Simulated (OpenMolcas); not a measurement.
## Run report: SnClF₂, excited-state calculation (part 1 of 2)

- system: SnClF₂, multiplicity 2, SMILES [F][Sn]([F])[Cl]
- method: CASSCF/STO-3G (OpenMolcas 26.06)

The geometry comes from this level: GFN2-xTB.

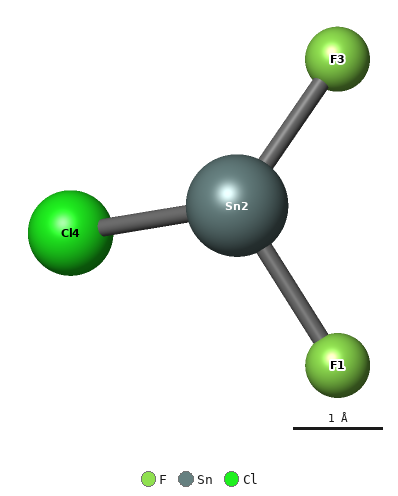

Fig. 1: The input geometry (ball-and-stick view, seen at a tilt; atoms are numbered from 1 in the order of the input). Sticks mark near contacts. Bond lengths as drawn: Cl–Sn 2.42 Å and F–Sn 2.14 Å.

**Results in brief**

- outcome: converged
- total energy: −6614.048597 hartree
- CASSCF energy: −6614.048597 hartree
- basis functions: 46
- hardware: 1 thread of Intel Xeon @ 2.50GHz (Skylake/Cascade Lake), 16 GiB of memory available, shared host
- wall time: 33 s
- peak memory: 0.38 GiB

**Remarks**

The record of the run, not the program, notes: an active orbital turned away from the chosen space.

**The input**
```
&GATEWAY
Coord
4
angstrom
F       -1.154300      -0.488470       1.644060
Sn       0.225340       0.442010       0.293970
F        1.882660      -0.837710      -0.160160
Cl      -0.953710       0.884170      -1.777880
Basis
STO-3G
Group
NoSym
&SEWARD
&RASSCF
FileOrb
$CurrDir/step1.UnaOrb
Spin
2
Nactel
11 0 0
Inactive
37
Ras2
9
CIRoot
5 5 1
OrbListing
Nothing
OrbAppear
Compact
```

Launch command:
```bash
export MOLCAS_MEM=1860
pymolcas step2.input > step2.log
```

**The program's output**
```
--- Start Module: gateway ---

                                              &GATEWAY

                       available to each process: 1.9 GB of memory, 1 thread

++    Symmetry information:
      ---------------------

                    Character Table for C1

                             E
                    a        1  x, y, xy, Rz, z, xz, Ry, yz, Rx, I
--

++    Basis set information:
      ----------------------

      Basis set label: F.STO-3G.........

      Electronic valence basis set:
      ------------------
      Associated Effective Charge   9.000000 au
      Associated Actual Charge      9.000000 au
      Nuclear Model: Point charge

      Shell  nPrim  nBasis  Cartesian Spherical Contaminant
         s       6       2        X
         p       3       1        X

      Basis set label: SN.STO-3G.........

      Electronic valence basis set:
      ------------------
      Associated Effective Charge  50.000000 au
      Associated Actual Charge     50.000000 au
      Nuclear Model: Point charge

      Shell  nPrim  nBasis  Cartesian Spherical Contaminant
         s      15       5        X
         p      12       4        X
         d       6       2                 X

      Basis set label: F.STO-3G.........

      Electronic valence basis set:
      ------------------
      Associated Effective Charge   9.000000 au
      Associated Actual Charge      9.000000 au
      Nuclear Model: Point charge

      Shell  nPrim  nBasis  Cartesian Spherical Contaminant
         s       6       2        X
         p       3       1        X

      Basis set label: CL.STO-3G.........

      Electronic valence basis set:
      ------------------
      Associated Effective Charge  17.000000 au
      Associated Actual Charge     17.000000 au
      Nuclear Model: Point charge

      Shell  nPrim  nBasis  Cartesian Spherical Contaminant
         s       9       3        X
         p       6       2        X
--

++    Molecular structure info:
      -------------------------

                    ************************************************
                    **** Cartesian Coordinates / bohr, angstrom ****
                    ************************************************

     Center  Label                x              y              z                     x              y              z
        1      F1              -2.181311      -0.923075       3.106823             -1.154300      -0.488470       1.644060
        2      SN2              0.425831       0.835278       0.555523              0.225340       0.442010       0.293970
        3      F3               3.557712      -1.583042      -0.302659              1.882660      -0.837710      -0.160160
        4      CL4             -1.802251       1.670839      -3.359706             -0.953710       0.884170      -1.777880

                    ***************************************
                    *    InterNuclear Distances / bohr    *
                    ***************************************

               1 F1            2 SN2           3 F3            4 CL4
    1 F1       0.000000
    2 SN2      4.049460        0.000000
    3 F3       6.707943        4.048880        0.000000
    4 CL4      6.977684        4.581651        6.975850        0.000000

                    *******************************************
                    *    InterNuclear Distances / angstrom    *
                    *******************************************

               1 F1            2 SN2           3 F3            4 CL4
    1 F1       0.000000
    2 SN2      2.142882        0.000000
    3 F3       3.549691        2.142575        0.000000
    4 CL4      3.692431        2.424505        3.691461        0.000000
--

            Nuclear Potential Energy            463.72551134 au

--- Stop Module: gateway /rc=_RC_ALL_IS_WELL_ ---

--- Start Module: seward ---

                                              &SEWARD

                       available to each process: 1.9 GB of memory, 1 thread

               SEWARD will generate:
                  Multipole Moment integrals up to order  2
                  Kinetic Energy integrals
                  Nuclear Attraction integrals (point charge)
                  One-Electron Hamiltonian integrals
                  Velocity integrals
                  Orbital angular momentum around (  0.0735   0.5754   0.0124 )
                  Velocity quadrupole around (  0.0735   0.5754   0.0124 )
                  Two-Electron Repulsion integrals

                   Integrals are discarded if absolute value <: 1.00E-14
                   Integral cutoff threshold is set to       <: 1.00E-16

            Nuclear Potential Energy            463.72551134 au

      Basis set specifications :
      Symmetry species         a
      Basis functions           46

--- Stop Module: seward /rc=_RC_ALL_IS_WELL_ ---
--- Module seward spent 1 second ---

--- Start Module: rasscf ---

                                              &RASSCF

                       available to each process: 1.9 GB of memory, 1 thread

      Header of the ONEINT file:
      --------------------------

      OrdInt status: non-squared

      Cartesian coordinates in angstrom:
      -----------------------------------------------------
      No.  Label        X            Y            Z
      -----------------------------------------------------
       1   F1        -1.15430000  -0.48847000   1.64406000
       2   SN2        0.22534000   0.44201000   0.29397000
       3   F3         1.88266000  -0.83771000  -0.16016000
       4   CL4       -0.95371000   0.88417000  -1.77788000
      -----------------------------------------------------
      Nuclear repulsion energy =  463.72551134

++    Wave function specifications:
      -----------------------------

      Number of closed shell electrons          74
      Number of electrons in active shells      11
      Max number of holes in RAS1 space          0
      Max nr of electrons in RAS3 space          0
      Number of inactive orbitals               37
      Number of active orbitals                  9
      Number of secondary orbitals               0
      Spin quantum number                      0.5
      State symmetry                             1
--

++    Orbital specifications:
      -----------------------

      Symmetry species                           1
                                                 a
      Frozen orbitals                            0
      Inactive orbitals                         37
      Active orbitals                            9
      RAS1 orbitals                              0
      RAS2 orbitals                              9
      RAS3 orbitals                              0
      Secondary orbitals                         0
      Deleted orbitals                           0
      Number of basis functions                 46
--

++    CI expansion specifications:
      ----------------------------

      Number of CSFs                          6048
      Number of determinants                 10584
      Number of root(s) required                 5
      Root chosen for geometry opt.              5
      CI roots used                              1     2     3     4     5
      weights                                0.200 0.200 0.200 0.200 0.200
      highest root included in the CI            5
      max. size of the explicit Hamiltonian    200
--

++    Optimization specifications:
      ----------------------------

      RASSCF algorithm: Conventional
      Maximum number of macro iterations       200
      Maximum number of SX iterations          100
      Threshold for RASSCF energy            1.000E-08
      Threshold for max MO rotation          1.000E-01
      Threshold for max BLB element          1.000E-04
      Level shift parameter                  5.000E-01
      Make Quasi-Newton update
--

      The MO-coefficients are taken from the file:
      step1.UnaOrb
      Title:UHF natural orbitals

      Total molecular charge    0.00

      ************************************************************************************************************************
      *                                            Wave function control section                                             *
      ************************************************************************************************************************

                                         RASSCF iterations: Energy and convergence statistics
                                         ----------------------------------------------------

          iter iter root      energy       change     param      element    value   shift minimum  type update hh:mm:ss
 Nr of preliminary CI iterations:   7
 ###############################################################################
 ###    WARNING: Large orbital rotation.                                     ###
 ###############################################################################
      Molecular orbital  38 of symmetry 1 MO space 2  weight is    0.146298
 ###############################################################################
 ###    WARNING: Large orbital rotation.                                     ###
 ###############################################################################
      Molecular orbital  39 of symmetry 1 MO space 2  weight is    0.337617
      Total energies have been shifted. Add                -6000.00 au
        1   1   78    0  -613.87854997    0.00E+00  -4.85E-01*  33  45 1 -2.19E-02*  0.00   0.00    SX    NO    0:00:00
        2  12  101    0  -613.89345046   -1.49E-02* -2.94E-01*  37  38 1  1.50E-02*  0.17   0.00    SX    NO    0:00:01
        3  13  101    0  -613.91542248   -2.20E-02* -3.52E-01*  37  38 1 -1.98E-02*  0.12   0.00    SX    NO    0:00:01
        4  12   75    0  -613.91021604    5.21E-03* -3.96E-01*  35  38 1 -1.38E-02*  0.12   0.00    SX    NO    0:00:00
        5  13  101    0  -613.91650780   -6.29E-03* -1.14E-01*  32  39 1  1.88E-02*  0.16   0.58    SX   YES    0:00:01
        6   9   77    0  -613.93788451   -2.14E-02* -1.41E-01*  31  39 1 -1.35E-02*  0.12   2.06    QN   YES    0:00:00
        7   7   93    0  -613.94683060   -8.95E-03*  7.39E-02   31  39 1 -6.79E-03*  0.10   0.95    QN   YES    0:00:00
        8   7   25    0  -613.94924404   -2.41E-03* -3.65E-02   32  46 1  5.40E-03*  0.10   0.83    QN   YES    0:00:00
        9   5   31    0  -613.94994969   -7.06E-04* -3.22E-02   32  46 1  2.72E-03*  0.10   0.98    QN   YES    0:00:00
       10   8   25    0  -613.95015524   -2.06E-04* -1.67E-02   31  46 1  1.88E-03*  0.10   0.70    QN   YES    0:00:00
       11   8   25    0  -613.95038457   -2.29E-04*  1.62E-02   33  45 1  1.38E-03*  0.10   1.58    QN   YES    0:00:00
       12   8   24    0  -613.95051017   -1.26E-04* -1.77E-02   33  45 1  1.03E-03*  0.10   1.37    QN   YES    0:00:00
       13   9   26    0  -613.95055633   -4.62E-05* -1.27E-02   37  38 1 -9.02E-04*  0.10   0.71    QN   YES    0:00:00
       14  10   24    0  -613.95061933   -6.30E-05* -1.12E-02   31  46 1 -9.19E-04*  0.10   1.40    QN   YES    0:00:00
       15   9   24    0  -613.95065580   -3.65E-05*  2.30E-02   32  46 1 -5.48E-04*  0.10   1.63    QN   YES    0:00:00
       16  11   24    0  -613.95068565   -2.99E-05* -2.11E-02   32  38 1  5.38E-04*  0.10   0.92    QN   YES    0:00:00
       17  12   24    0  -613.95072401   -3.84E-05*  3.32E-02   33  45 1 -6.07E-04*  0.09   1.51    QN   YES    0:00:00
       18  12   25    0  -613.95078419   -6.02E-05* -1.41E-01*  30  46 1 -9.82E-04*  0.09   2.50    QN   YES    0:00:00
       19  14   25    0  -613.95102247   -2.38E-04* -1.83E-01*  32  46 1  2.48E-03*  0.09   1.97    QN   YES    0:00:01
       20  14   28    0  -613.95126802   -2.46E-04* -8.70E-02   32  46 1  3.95E-03*  0.08   1.36    QN   YES    0:00:00
       21  11   40    0  -613.95141726   -1.49E-04* -5.28E-02   32  46 1  4.00E-03*  0.08   2.08    QN   YES    0:00:00
       22  10   60    0  -613.95161333   -1.96E-04*  5.87E-02   30  39 1  3.51E-03*  0.08   2.16    QN   YES    0:00:00
       23  10   57    0  -613.95183832   -2.25E-04* -6.05E-02   30  39 1  3.10E-03*  0.08   2.19    QN   YES    0:00:00
       24  10   27    0  -613.95207453   -2.36E-04* -3.37E-02   32  44 1 -2.25E-03*  0.08   1.83    QN   YES    0:00:00
       25   8   27    0  -613.95224572   -1.71E-04* -1.05E-02   32  44 1 -1.27E-03*  0.08   1.58    QN   YES    0:00:00
       26   6   25    0  -613.95232410   -7.84E-05*  1.04E-02   32  46 1 -8.47E-04*  0.08   1.42    QN   YES    0:00:00
       27   8   24    0  -613.95234425   -2.02E-05*  5.41E-03   32  46 1 -2.61E-04*  0.08   1.20    QN   YES    0:00:00
       28   8   23    0  -613.95234804   -3.78E-06* -1.75E-03   35  44 1 -1.49E-04*  0.08   1.04    QN   YES    0:00:00
       29   9   23    0  -613.95235017   -2.14E-06*  4.77E-03   31  44 1  1.46E-04*  0.08   2.17    QN   YES    0:00:00
       30  11   23    0  -613.95235408   -3.91E-06* -1.08E-02   37  44 1 -1.67E-04*  0.08   2.14    QN   YES    0:00:00
       31  11   23    0  -613.95235966   -5.57E-06*  1.47E-02   37  44 1 -3.15E-04*  0.08   2.01    QN   YES    0:00:00
       32  12   23    0  -613.95236595   -6.30E-06*  1.47E-02   37  46 1  3.83E-04*  0.08   1.76    QN   YES    0:00:00
       33  11   22    0  -613.95237031   -4.36E-06* -4.83E-03   37  46 1  2.87E-04*  0.08   1.46    QN   YES    0:00:00
       34   8   20    0  -613.95237183   -1.52E-06*  1.62E-03   37  46 1  1.25E-04*  0.08   1.23    QN   YES    0:00:00
       35   7   20    0  -613.95237216   -3.26E-07* -6.49E-04   31  44 1 -4.47E-05   0.08   1.18    QN   YES    0:00:00
       36   6   20    0  -613.95237226   -1.05E-07*  3.98E-04   37  44 1  3.81E-05   0.08   1.52    QN   YES    0:00:00
       37   4   15    0  -613.95237233   -6.39E-08* -7.07E-04   37  46 1 -2.62E-05   0.08   1.44    QN   YES    0:00:00
       38   6   18    0  -613.95237235   -2.61E-08* -5.63E-04   35  46 1  1.99E-05   0.08   1.21    QN   YES    0:00:00
       39   4   17    0  -613.95237236   -8.98E-09   1.63E-04   37  44 1 -1.15E-05   0.08   1.21    QN   YES    0:00:00
      Convergence after 39 iterations
       40   3   17    0  -613.95237237   -3.94E-09   1.63E-04   37  39 1 -5.19E-06   0.08   1.21    QN   YES    0:00:00

      ************************************************************************************************************************
                                                      Wave function printout:
                       occupation of active orbitals, and spin coupling of open shells (u,d: Spin up or down)
      ************************************************************************************************************************

      Note: transformation to natural orbitals
      has been made, which may change the order of the CSFs.
```
